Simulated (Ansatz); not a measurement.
Consider GaN in the wurtzite structure (space group P6_3mc, No. 186; a = 3.1831 Å, c = 5.1836 Å). Axes: x lies along a and z along c of the hexagonal cell.

Perturbation: strain tensor (xx, yy, zz, yz, xz, xy) = (+0.46, +0.57, −2.54, −0.72, +1.00, −0.52) %; the atoms relax in the strained cell.

Level of theory: r2SCAN (Ansatz, a program for electronic structure; PAW; 500 eV plane waves; without spin-orbit coupling).

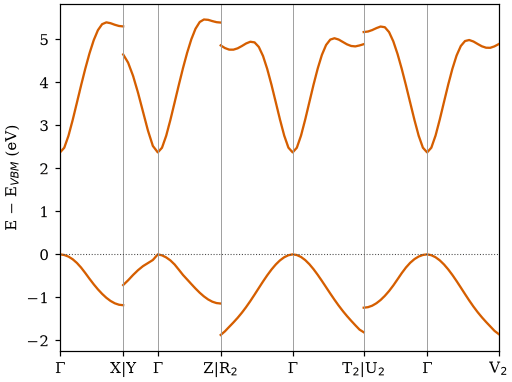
Fig. 1. Highest valence and lowest conduction band along the path of the changed cell's own zone

The gap is 2.37 eV, direct at Γ; the base has 2.35 eV.

No phonon test of stability was made. Labels are those of the standard path for the cell's own space group.
